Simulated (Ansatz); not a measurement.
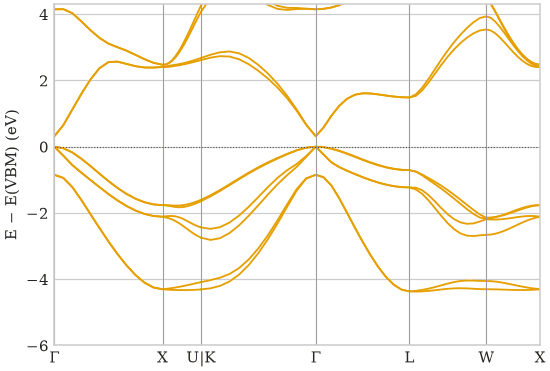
Fig. 1. Band structure from PBE with spin–orbit coupling (plane waves, PAW; program Ansatz)

Question: Read off the gap and where the band edges lie.

Answer: About 0.3 eV (0.32 eV by a search for the band edges); maximum at Γ, minimum at Γ.

The material is CdTe (zinc blende, F-43m).

The PBE relaxation kept the symmetry of its start.

Potentials: the earlier of the program's two PAW sets.
